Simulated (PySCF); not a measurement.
Vertical excitations of a molecule CH4ClFOSi from TDDFT-PBE/def2-SVPD (PySCF), as energy in eV (oscillator strength): 7.01 (0.010), 7.30 (0.009), 7.44 (0.012), 7.53 (0.043), 7.71 (0.013), 7.85 (0.001), 7.90 (0.015), 7.98 (0.012), 8.02 (0.009), 8.08 (0.035). Lowest triplet (TDA): 6.87 eV. Geometry: B3LYP-D3(BJ)/def2-SVP. Other conformers were not sampled.

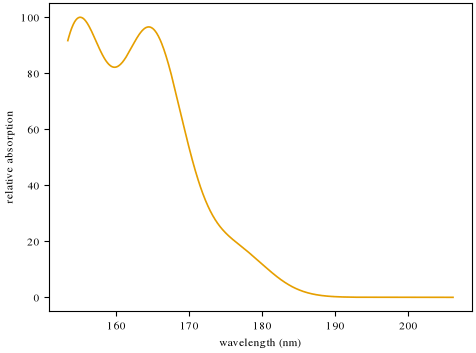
Figure: The lines broadened by 0.4 eV.

Q: Which molecule gave these data?
A. OC[Si@@H](F)Cl
B. CO[SiH](F)Cl
C. C[Si@](O)(F)Cl
D. O[Si@@H](Cl)CF

A: B, CO[SiH](F)Cl
